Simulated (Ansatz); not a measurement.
**doublet N2O+ at 6 levels**

We compute a comparison of 6 runs (UHF/STO-3G, UHF/3-21G, U-r2SCAN0/cc-pVTZ, UB2PLYP/cc-pVTZ, UBLYP/cc-pVTZ, UMP2/cc-pVTZ) of doublet N2O+. 

Program for the calculation: Ansatz 0.2.0.

34 further runs of the same task are left out: 2 that didn't finish, 32 set aside as unsound or not needed.

### 1 The system as given

The species is N2O+ (3 atoms), meant as a doublet with charge +1. SMILES of the parent species: `N#[N+][O-]`. Geometry: relaxed at PBE0-D4/def2-TZVP. That shape belongs to the parent species and isn't relaxed for this state.

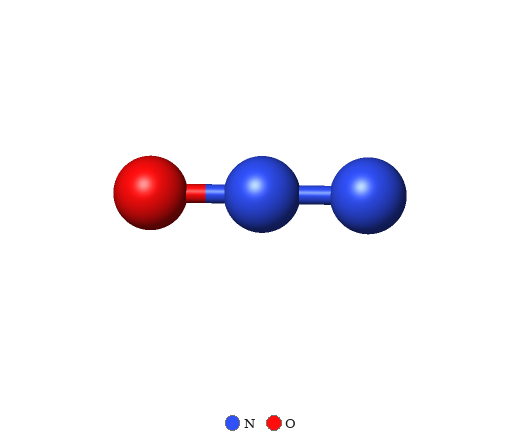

The structure, seen from a chosen angle (nitrogen blue, oxygen red).

### 2 The energy at UHF/STO-3G (run 1)

File in.yaml:

```yaml
crystal:
  periodic: [false, false, false]
  atoms:
    - symbol: "N"
      position_ang: [-0.511700, 1.001300, -0.167900]
    - symbol: "N"
      position_ang: [-0.008400, 0.016500, -0.002800]
    - symbol: O
      position_ang: [0.520100, -1.017800, 0.170700]
basis:
  gaussian:
    orbitals: STO-3G
total_charge: 1
magnetization:
  spin_polarized: true
  initial_magnetization: 1
hamiltonian:
  xc: hf
accuracy: high
output: {orbitals: {seedname: orbitals}}
```

Launch:

```sh
$ ansatz run in.yaml --threads 1 --pin off --max-ram 3480MiB --events-out events.jsonl --progress --plain --runs-dir runs
```

The program printed:

```text
Warning: RAYON_NUM_THREADS=1 ignored (pool sized by the plan → 1); use --threads N
Functional definition: HF
  name "HF"
  exchange = exact_x
  correlation = 0
252 factors; integrals over basis functions are off by at most 2.3e-8 eV
mean field evaluation 1: about -4918.7530 eV, gradient 1.9e1 eV
mean field evaluation 2: about -4918.8148 eV, gradient 1.9e1 eV
mean field evaluation 4: about -4921.3699 eV, gradient 3.6e0 eV
mean field evaluation 8: about -4921.6765 eV, gradient 3.9e-1 eV
mean field evaluation 16: about -4921.7135 eV, gradient 1.7e-7 eV
mean field evaluation 32: about -4921.7140 eV, gradient 3.5e-2 eV
mean field evaluation 64: about -4921.7135 eV, gradient 2.2e-5 eV
mean field evaluation 96: about -4921.7135 eV, gradient 2.1e-9 eV
mean field evaluation 128: about -4921.7135 eV, gradient 1.3e-8 eV
mean field evaluation 160: about -4921.7135 eV, gradient 4.1e-10 eV
mean field evaluation 192: about -4921.7044 eV, gradient 3.0e-1 eV
mean field -4921.71354375 eV, -180.8696366755 hartree, gradient 4.1e-8 eV, S^2 0.980911; 4 other end points of the search recorded, 0 dependent functions left out
reference -4921.71354375 eV, -180.8696366755 hartree; 11, 10 occupied and 4, 5 virtual orbitals, 252 factors
Total energy: -4921.71354375 eV, -180.8696366755 hartree
```

Wall time 0.64 s (1 thread of Arm Neoverse V1, shared host).

### 3 A single-point energy at UHF/3-21G (run 2)

File in.yaml:

```yaml
crystal:
  periodic: [false, false, false]
  atoms:
    - {symbol: N, position_ang: [-0.511700, 1.001300, -0.167900]}
    - {symbol: N, position_ang: [-0.008400, 0.016500, -0.002800]}
    - {symbol: O, position_ang: [0.520100, -1.017800, 0.170700]}
basis:
  gaussian:
    orbitals: 3-21G.json
total_charge: 1
magnetization:
  spin_polarized: true
  initial_magnetization: 1
hamiltonian:
  xc: hf
accuracy: high
output: {orbitals: {seedname: orbitals}}
```

The basis set 3-21G is read from a file made from the Basis Set Exchange's data (not shown).

Launch:

```sh
$ ansatz run in.yaml --threads 1 --pin off --max-ram 3480MiB --events-out events.jsonl --progress --plain --runs-dir runs
```

The program printed (excerpt; [...] marks lines left out):

```text
Warning: RAYON_NUM_THREADS=1 ignored (pool sized by the plan → 1); use --threads N
[... 2 set-up lines as earlier in the session ...]
[...]
548 factors; integrals over basis functions are off by at most 4.9e-9 eV
[...]
mean field -4957.92205812 eV, -182.2002750356 hartree, gradient 2.6e-8 eV, S^2 0.982444; 5 other end points of the search recorded, 0 dependent functions left out
reference -4957.92205812 eV, -182.2002750356 hartree; 11, 10 occupied and 16, 17 virtual orbitals, 548 factors
Total energy: -4957.92205812 eV, -182.2002750356 hartree
```

Wall time 0.71 s (1 thread of Arm Neoverse V1, shared host).

Run 3 isn't shown in full; the table further down has it.

### 4 The energy at UB2PLYP/cc-pVTZ (run 4)

File in.yaml:

```yaml
crystal:
  periodic: [false, false, false]
  atoms:
    - {symbol: "N", position_ang: [-0.511700, 1.001300, -0.167900]}
    - {symbol: "N", position_ang: [-0.008400, 0.016500, -0.002800]}
    - {symbol: O, position_ang: [0.520100, -1.017800, 0.170700]}
basis:
  gaussian:
    orbitals: cc-pVTZ
total_charge: 1
magnetization:
  spin_polarized: true
  initial_magnetization: 1
hamiltonian:
  xc: {name: B2PLYP}
correlation:
  frozen_orbitals: {"N": 1, O: 1}
accuracy: high
output: {orbitals: {seedname: orbitals}}
```

Launch:

```sh
$ ansatz run in.yaml --threads 1 --pin off --max-ram 3480MiB --events-out events.jsonl --progress --plain --runs-dir runs
```

The program printed (excerpt; [...] marks lines left out):

```text
Warning: RAYON_NUM_THREADS=1 ignored (pool sized by the plan → 1); use --threads N
Functional definition: B2PLYP
  name "B2PLYP"
[...]
1370 factors; integrals over basis functions are off by at most 2.6e-9 eV
[...]
mean field -5005.61638867 eV, -183.9530093551 hartree, gradient 1.8e-8 eV, S^2 0.802347; 2 other end points of the search recorded, 0 dependent functions left out
3 core orbitals not correlated: weight in the atoms' cores, before any rotation towards them, 1.000 or more for the frozen orbitals, at most 0.000 for the correlated occupied ones
reference -5005.61640305 eV, -183.9530098836 hartree; 8, 7 occupied and 79, 80 virtual orbitals, 1370 factors
second order -19.00688243 eV of doubles, -0.00000000 eV of singles
Total energy: -5010.74826131 eV, -184.1416021960 hartree
```

Wall time 93 s (1 thread of Arm Neoverse V1, shared host); peak memory 0.28 GiB.

Run 5 isn't shown in full; the table further down has it.

### 5 A single-point energy at UMP2/cc-pVTZ (run 6)

File molecule.yaml:

```yaml
crystal:
  periodic: [false, false, false]
  atoms:
    - {symbol: "N", position_ang: [-0.511700, 1.001300, -0.167900]}
    - {symbol: "N", position_ang: [-0.008400, 0.016500, -0.002800]}
    - {symbol: O, position_ang: [0.520100, -1.017800, 0.170700]}
basis:
  gaussian: {orbitals: cc-pVTZ}
accuracy: high
magnetization: {spin_polarized: true, initial_magnetization: 1}
total_charge: 1
correlation: {method: mp2, frozen_orbitals: {"N": 1, O: 1}}
```

Launch:

```sh
$ ansatz run molecule.yaml --threads 1 --pin off --max-ram 3480MiB --events-out events.jsonl --progress --plain --runs-dir runs
```

The program printed (excerpt; [...] marks lines left out):

```text
Warning: RAYON_NUM_THREADS=1 ignored (pool sized by the plan → 1); use --threads N
[... 2 set-up lines as earlier in the session ...]
[...]
1370 factors; integrals over basis functions are off by at most 2.6e-9 eV
[...]
mean field -4989.05393196 eV, -183.3443502971 hartree, gradient 9.0e-8 eV, S^2 0.948398; 5 other end points of the search recorded, 0 dependent functions left out
3 core orbitals not correlated: weight in the atoms' cores, before any rotation towards them, 1.000 or more for the frozen orbitals, at most 0.000 for the correlated occupied ones
reference -4989.05393196 eV, -183.3443502971 hartree; 8, 7 occupied and 79, 80 virtual orbitals, 1370 factors
second order -14.63262188 eV of doubles, -0.00000000 eV of singles
Total energy: -5003.68655384 eV, -183.8820892330 hartree
```

It took 38 s on 1 thread of Arm Neoverse V1, shared host; peak memory 0.21 GiB.

### 6 The series

| run | level | frozen core orbitals | energy (Eh) | HOMO energy (eV) | LUMO energy (eV) | ⟨S²⟩ | wall time |
| --- | --- | --- | --- | --- | --- | --- | --- |
| 1 | UHF/STO-3G | – | -180.869637 | -22.74 | -7.54 | 0.981 | 0.64 s |
| 2 | UHF/3-21G | – | -182.200275 | -23.43 | -9.19 | 0.982 | 0.71 s |
| 3 | U-r2SCAN0/cc-pVTZ | – | -184.138948 | -19.78 | -15.35 | 0.790 | 27 s |
| 4 | UB2PLYP/cc-pVTZ | 3 | -184.141602 | -20.94 | -13.51 | 0.802 | 93 s |
| 5 | UBLYP/cc-pVTZ | – | -184.258217 | -17.87 | -17.37 | 0.758 | 59 s |
| 6 | UMP2/cc-pVTZ | 3 | -183.882089 | – | – | 0.948 | 38 s |

### 7 Summary of results

| quantity | value |
| --- | --- |
| run 6: total energy | -183.88209 Eh |
| run 6: correlation energy (3 core orbitals frozen) | -537.7 mEh |
| run 6: ⟨S²⟩ of the reference determinant | 0.948 |

**Reading.** Totals of different functionals can't be ranked against each other. In run 1 the basis is minimal, so the values are rough. Spin contamination of the reference: run 2 ⟨S²⟩ = 0.98, run 1 ⟨S²⟩ = 0.98, run 6 ⟨S²⟩ = 0.95. All runs together took 3.6 min, the longest 93 s.
